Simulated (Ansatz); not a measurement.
# BSiH₆F: geometry relaxation (part 2 of 2)

The same run, continued: BSiH₆F; RKS PBE0-D4/def2-SVP (Ansatz 0.2.0). The input holds or restrains some coordinates. Forces given for the steps count only the free coordinates. It belongs to a series of runs on one base structure; here: pulled along the bonds that form and break, towards end B.

Geometry of the input (Å):
```
B  0.0000  0.0000  0.0000
F  0.0000  0.0000  1.6700
H  1.0305  0.0000  -0.5950
H  -1.0305  0.0000  -0.5950
Si 0.0940  -2.1331  0.7095
H  -0.6959  -2.9783  -0.1812
H  1.4817  -2.5871  0.7061
H  -0.4425  -2.2202  2.0645
H  0.0470  -1.0657  1.6785
```

Trajectory as extended XYZ, continued:
```
9
Properties=species:S:1:pos:R:3:forces:R:3 step=4 energy=-11354.23195
B     0.0088   -0.3449   -0.2839    0.0115  -1.0905   0.4069
F     0.0075    0.1780    2.0249    0.1794   1.7677  -0.6076
H     1.0739    0.0501   -0.6063    0.3253   0.8473  -0.1590
H    -1.0687    0.0392   -0.6000   -0.2374   0.5411  -0.0351
Si    0.1366   -2.2526    0.3488    0.5072   2.3750   3.5939
H    -0.7720   -3.0832   -0.2520   -1.4934  -2.1839  -1.3187
H     1.5124   -2.6175    0.6952    0.5039  -0.6502  -0.3758
H    -0.4181   -2.2257    1.9820    0.4387  -0.0394  -1.8301
H     0.0039   -0.7278    2.1486   -0.2352  -1.5671   0.3254
9
Properties=species:S:1:pos:R:3:forces:R:3 step=5 energy=-11354.58671
B     0.0142   -0.4169   -0.3358    0.0391   0.2589   0.1417
F     0.0205    0.2483    2.0622    0.0977  -0.2763  -0.1303
H     1.0718    0.0820   -0.6111   -0.0903   0.4148  -0.1119
H    -1.0632    0.0522   -0.5979    0.0890   0.1857  -0.0335
Si    0.1394   -2.2665    0.3356   -0.1078   0.8009   2.7542
H    -0.7984   -3.1541   -0.2819   -0.4415  -1.1607  -0.6276
H     1.5287   -2.6518    0.6673    0.2393  -0.5349  -0.4166
H    -0.4016   -2.2233    1.8928    0.2802   0.0100  -1.3814
H    -0.0271   -0.6542    2.3262   -0.1056   0.3015  -0.1945
9
Properties=species:S:1:pos:R:3:forces:R:3 step=6 energy=-11354.87608
B     0.0186   -0.4386   -0.3081    0.1577   0.6179  -0.0896
F     0.1277    0.3283    2.0879   -0.4579  -1.4876   0.3173
H     1.0337    0.1460   -0.6107   -0.1211   0.0308  -0.0057
H    -1.0453    0.0581   -0.5736   -0.0670   0.0628   0.0338
Si    0.1242   -2.2718    0.4184    0.4053  -0.5946  -0.0469
H    -0.7192   -3.2781   -0.3047    0.0631   0.0028  -0.0056
H     1.5439   -2.7830    0.5365   -0.3395   0.0076   0.0422
H    -0.4486   -2.2121    1.7992   -0.0889  -0.0502   0.3377
H    -0.1506   -0.5331    2.4126    0.4482   1.4105  -0.5832
9
Properties=species:S:1:pos:R:3:forces:R:3 step=7 energy=-11354.89707
B     0.0478   -0.4371   -0.3505   -0.2686   0.8145   0.2080
F     0.1197    0.2608    2.0618    0.1920   0.2677  -0.1724
H     1.0125    0.1258   -0.8085   -0.0318  -0.0026  -0.0281
H    -1.0330    0.1214   -0.4150    0.2071  -0.1733  -0.1201
Si    0.1545   -2.2420    0.4411   -0.0290  -0.7383   0.1563
H    -0.6516   -3.2346   -0.3379   -0.0015  -0.0433  -0.0594
H     1.5261   -2.8104    0.6146    0.0226   0.0345   0.0334
H    -0.4847   -2.2498    1.8131    0.0037   0.0411  -0.0194
H    -0.2068   -0.5186    2.4388   -0.0944  -0.2003   0.0017
9
Properties=species:S:1:pos:R:3:forces:R:3 step=8 energy=-11354.92477
B     0.0069   -0.4292   -0.3263   -0.1435   0.6111  -0.2086
F     0.3115    0.2101    2.0874    0.0478   0.0659  -0.1875
H     0.9601    0.1206   -0.8249   -0.0145   0.0197   0.0849
H    -1.0758    0.1062   -0.4370    0.0971  -0.0317   0.0601
Si    0.1170   -2.2457    0.4345    0.0882  -0.5559   0.3714
H    -0.5619   -3.2806   -0.4109    0.0053   0.0136  -0.0049
H     1.5061   -2.7115    0.7421   -0.0347  -0.0247  -0.0171
H    -0.6175   -2.2436    1.7616   -0.0128  -0.0445  -0.0673
H    -0.1623   -0.5108    2.4308   -0.0329  -0.0535  -0.0311
9
Properties=species:S:1:pos:R:3:forces:R:3 step=9 energy=-11354.92869
B    -0.0084   -0.4454   -0.3154    0.0028   0.7826  -0.0168
F     0.3547    0.2692    2.0701   -0.0770  -0.1719  -0.1800
H     0.9511    0.1361   -0.7667   -0.0657  -0.0588  -0.0160
H    -1.0877    0.0977   -0.3992    0.0452  -0.0535  -0.0210
Si    0.1107   -2.2648    0.4360    0.0650  -0.6401   0.2862
H    -0.5374   -3.2931   -0.4437    0.0056   0.0287   0.0136
H     1.4979   -2.7268    0.7593   -0.0408   0.0008  -0.0075
H    -0.6593   -2.2981    1.7428    0.0383   0.0297  -0.0604
H    -0.1373   -0.4593    2.3742    0.0265   0.0824   0.0018
9
Properties=species:S:1:pos:R:3:forces:R:3 step=10 energy=-11354.93166
B    -0.0028   -0.4396   -0.3154   -0.0185   0.6823  -0.0776
F     0.3484    0.2448    2.0773    0.0172  -0.0007  -0.2251
H     0.9515    0.1315   -0.7851   -0.0220  -0.0089   0.0067
H    -1.0838    0.0956   -0.4088    0.0247  -0.0220   0.0106
Si    0.1173   -2.2580    0.4372    0.0552  -0.6073   0.2974
H    -0.5472   -3.2826   -0.4325    0.0001   0.0110  -0.0009
H     1.5023   -2.7295    0.7503   -0.0205  -0.0027  -0.0055
H    -0.6402   -2.2799    1.7496    0.0118   0.0038  -0.0395
H    -0.1612   -0.4668    2.3847   -0.0480  -0.0555   0.0339
```

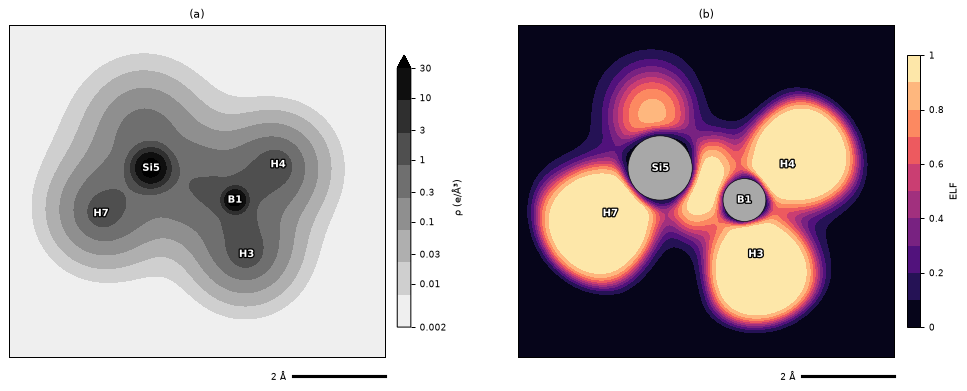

Figure 1. (a) total electron density; (b) electron localisation function on the plane of atoms H3, B1 and H4. Grey discs, where drawn, cover atomic cores. Atoms in the plane: B, H and Si. Si–B (1.97 Å): ρ is about 0.85 e/Å³ halfway; the ELF peaks at about 1 between the atoms, which marks localised, shared-pair bonding. B–H (1.21 Å): ρ is about 1.2 e/Å³ halfway; the ELF climbs to about 1 towards the hydrogen, as it does in any bond to H (a covalent bond by its length). Si–H (1.50 Å): ρ at the midpoint is about 0.76 e/Å³; the ELF climbs to about 1 towards the hydrogen.

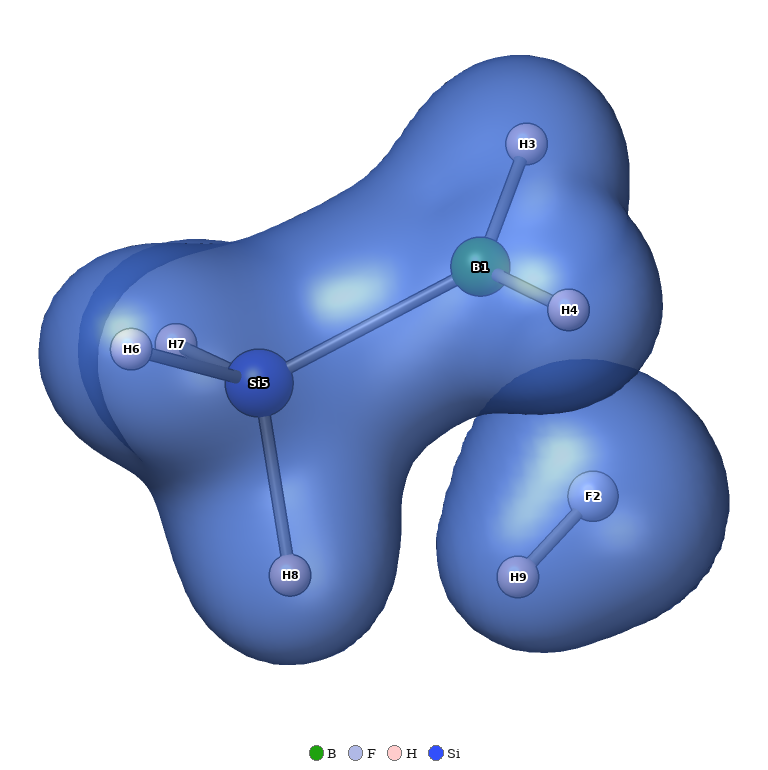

Figure 2. Isosurface of the electron density at 0.15 e/Å³ (blue), seen at an oblique angle. At this value the surface falls into two separate pieces. It is pinched off along the B···F (2.51 Å) contacts. On the grid the lowest density along these lines, outside the cores, is 0.1 e/Å³ (B···F, 2.51 Å), 0.76 e/Å³ (Si–B, 1.97 Å), 2.3 e/Å³ (F–H, 0.93 Å) and 1.2 e/Å³ (B–H, 1.21 Å).

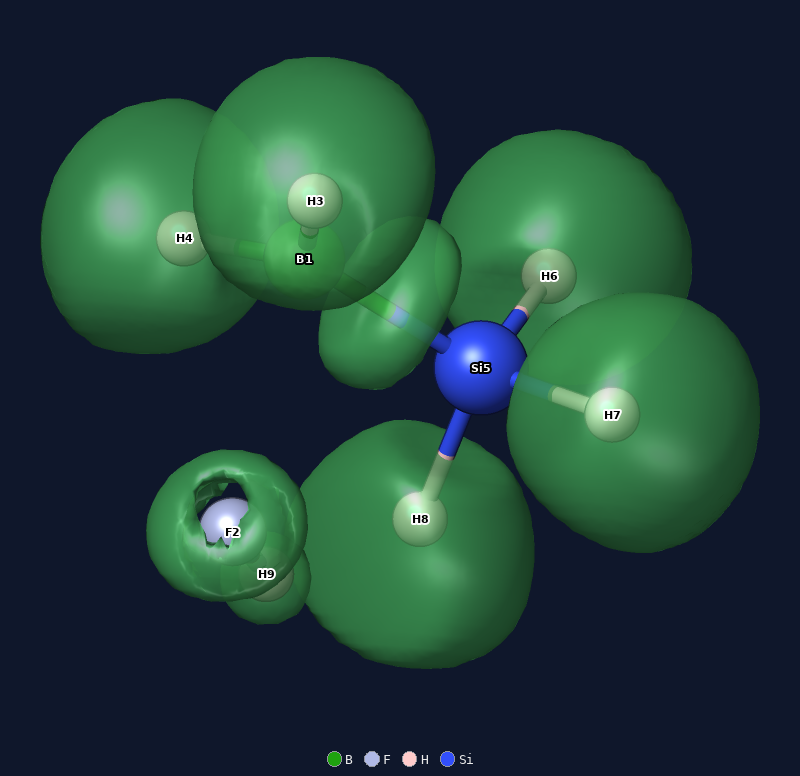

Figure 3. Isosurface of the electron localisation function at 0.85 (green), seen at a tilt. Only the valence region is drawn (cores and ρ < 0.01 e/Å³ removed). Profiles from the grid: B1···F2 (2.51 Å): the ELF is only about 0.10 between them.

Summary:

| quantity | value |
| --- | --- |
| outcome | converged under the restraints of the input |
| total energy | −11354.9317 eV |
| mean-field energy | −11354.8280 eV |
| largest force (length of the vector) at the end, held atoms and coordinates included | 0.687 eV/Å |
| hardware | 1 thread of Intel Xeon (Sapphire Rapids), 64 GiB of memory available, shared host |
| wall time | 20 s |
| peak memory | 0.16 GiB |
